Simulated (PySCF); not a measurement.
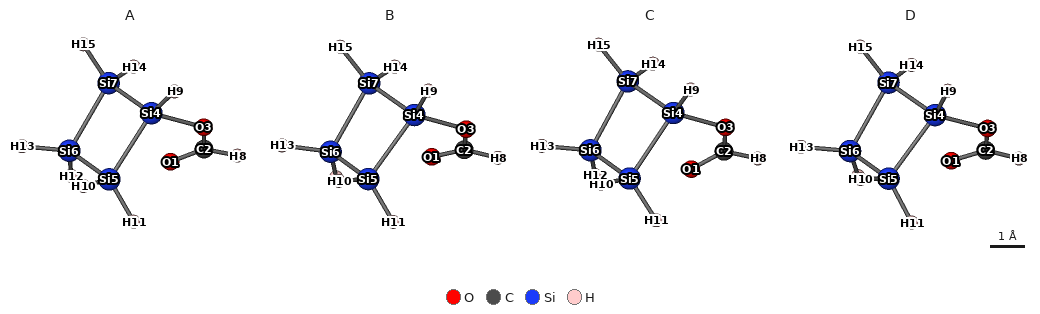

4 geometries from one relaxation of CH8O2Si4, in shuffled order. Style: ball-and-stick. Shown at a tilt.

The start comes from GFN2-xTB. Its atoms were then displaced at random by about 0.01 Å.

Computed with PBE0-D3(BJ)/def2-SVP geometry optimisation, gas phase in PySCF. 

### Order the frames from highest to lowest energy.

A, C, B, D. They are steps 0, 2, 4, 12, at +0.347 eV, +0.107 eV, +0.073 eV relative to the last. The atom that moves furthest after the best rigid fit is H10 (0.23 Å). By element the largest moves are H 0.23 Å, Si 0.15 Å, O 0.12 Å, C 0.10 Å. Among the contacts that change: Si6–H13 1.451 → 1.498 Å, Si4–H9 1.453 → 1.490 Å, Si5–H10 1.462 → 1.499 Å, C2–H8 1.083 → 1.108 Å. Bond angles that change, for instance: O3–Si4–H9 89.1° → 101.4°, Si5–Si4–H9 130.5° → 121.7°, H12–Si6–H13 102.4° → 109.3°. The energy falls by 0.347 eV in 12 geometry steps.
